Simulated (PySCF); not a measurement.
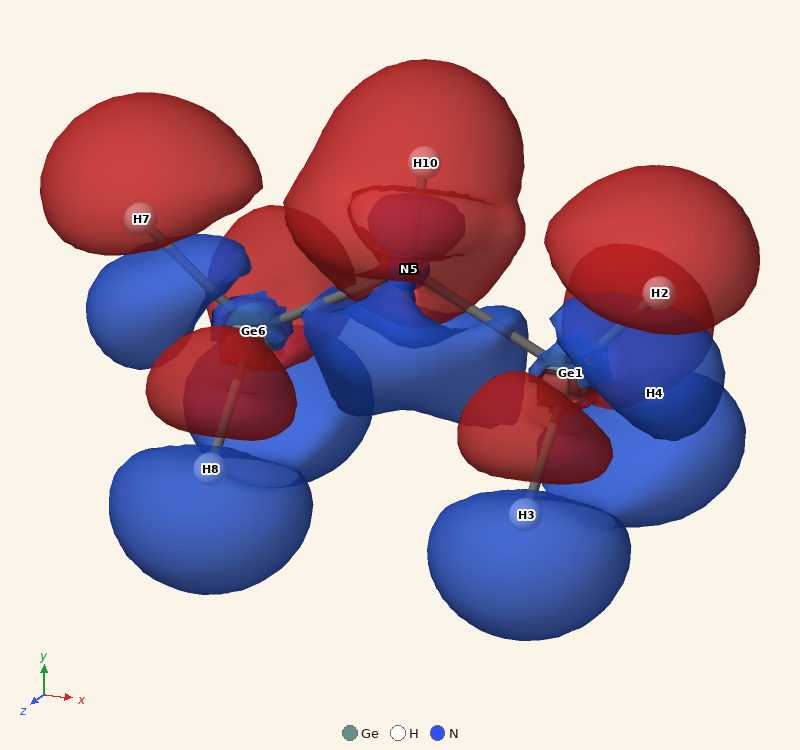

Figure. (H3Ge)2NH (Ge2H7N). Change of the electron density in a uniform field of 0.10 V/Å, surfaces at ±0.0005 e/Å³ (blue: gain, red: loss).

Method: B3LYP/def2-SVPD; geometry: GFN2-xTB; program: PySCF. No frequency check shows the geometry to be a minimum. GFN2-xTB bond lengths at metals and heavier atoms can be off by up to 0.1 Å and shapes distorted, which carries into these values.

Cartesian coordinates (Å):

```
Ge1      1.6078   -0.0819   -0.0036
H2       2.6466    0.9444    0.3243
H3       1.5716   -1.1762    1.0101
H4       1.8979   -0.6738   -1.3567
N5       0.0003    0.7653    0.0848
Ge6     -1.6079   -0.0818   -0.0037
H7      -2.6530    0.9647    0.2357
H8      -1.6046   -1.1154    1.0727
H9      -1.8607   -0.7527   -1.3271
H10      0.0020    1.6916   -0.3169
```

**Along which Cartesian direction does the field point?**

Along +y: electrons gather on the −y side, against the field.

**How large is the response?**

The induced dipole is 0.32 D (along the field); α along this axis, from the fields in both directions, is 64 bohr³ (9.4 Å³).

**Which atoms gain and lose the most charge?**

Electrons gather most on H3 (Hirshfeld charge changes by −0.004 e) and leave H10 most (+0.004 e); 0.030 electrons are displaced in all.
